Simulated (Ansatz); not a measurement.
**C₃H₉BrOSi: density, localisation and related maps**

```xyz
15

C    -2.8256   -0.4550    1.6445
C    -2.3026    0.5670    0.6421
C    -3.1985    0.7219   -0.5830
Br    0.1533    2.7549   -1.3621
O    -0.9933    0.1329    0.2139
Si    0.3441    1.1222    0.1800
H    -2.8932   -1.4540    1.1679
H    -2.1472   -0.5330    2.5167
H    -3.8333   -0.1700    2.0077
H    -2.2140    1.5580    1.1509
H    -3.2804   -0.2459   -1.1180
H    -2.7791    1.4716   -1.2819
H    -4.2159    1.0477   -0.2868
H     0.5364    1.8244    1.4943
H     1.4979    0.2537   -0.1976
```

Geometry: PBE-D3(BJ)/def2-SVP.

Computed with isolated molecule in a Gaussian basis; Kohn-Sham density functional theory, functional PBE0 in Ansatz 0.2.0.

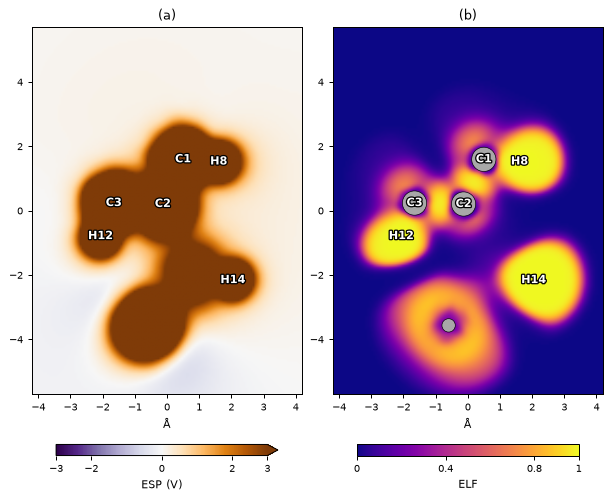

Figure 1. (a) electrostatic potential; (b) ELF on the plane of atoms C2, C1 and H8. Grey discs cover the atomic cores in the ELF map.

> Interpret the plot.

The section cuts through C and H sites. C–C (1.52 Å): the ELF peaks at about 0.95 between the atoms: localised, covalent bonding. C–H (1.11 Å): the ELF climbs to about 1 towards the hydrogen, as it does in any bond to H (a covalent bond by its length). The ELF also peaks beside Br4, away from the bonds: lone-pair regions. Outside the dense part of the molecule the potential is most negative (−0.5 V) near Br4, which lies off the plane.

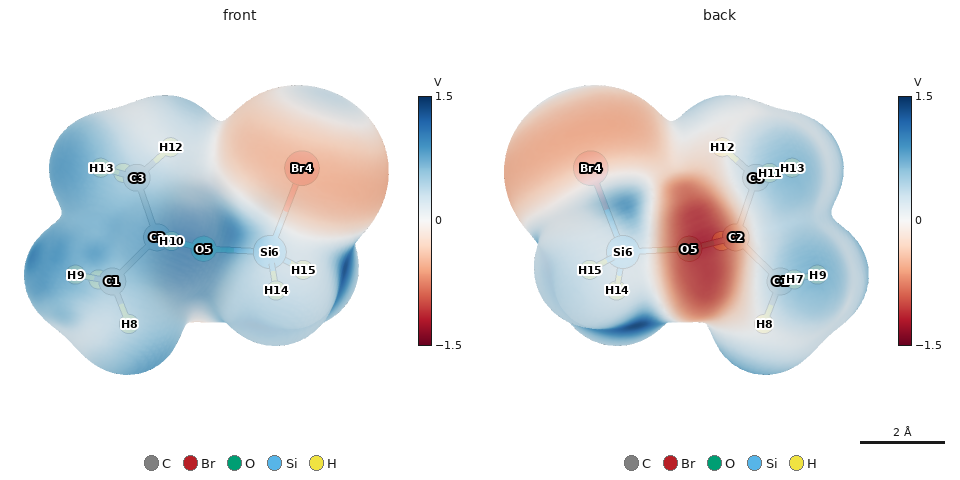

Figure 2. The molecular electrostatic potential painted on the density surface at 0.002 e/bohr³, seen from the front and from behind; the colour scale runs from red (negative) to blue (positive).

> Which sites attract a positive test charge, and which a negative one?

A positive charge is drawn to the negative regions and a negative charge to the positive ones. The most negative region (about −1.1 V) lies over O5, the most positive (about +1.3 V) over Si6. Br4 shows a σ-hole: about +0.3 V at the tip opposite its bond, against about −0.4 V on its flanks. O5 is the likeliest acceptor of a hydrogen bond.

> How polar is the molecule by this calculation?

Its dipole moment is 1.81 D.

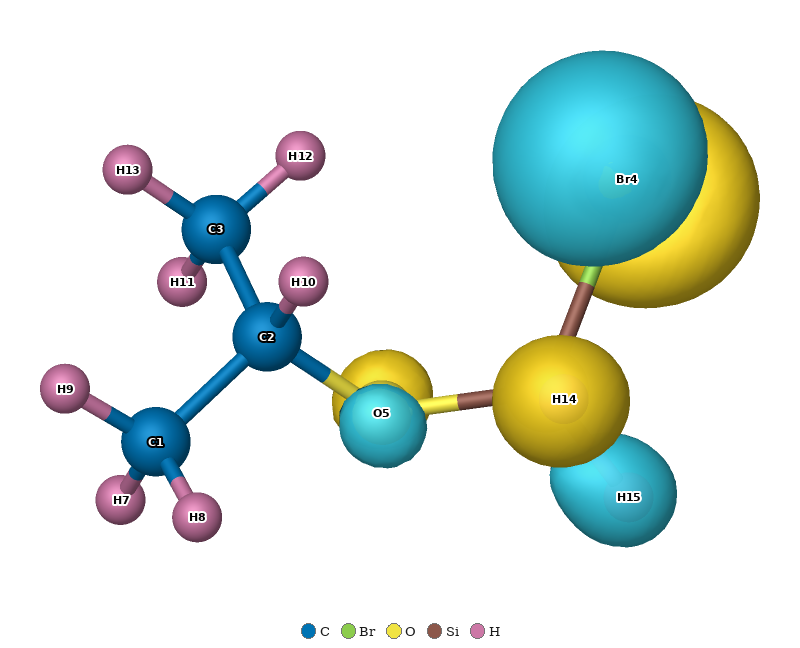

Figure 3. The HOMO at ±0.15 Å⁻³ᐟ² (yellow and cyan are the two phases), seen at a tilt.

> What is the character of this orbital?

Its weight (Hirshfeld) is mainly on Br4 (about 70 %), Si6 (about 10 %) and H14 (about 10 %); largely a lone pair of Br4. Its energy is −8.31 eV.
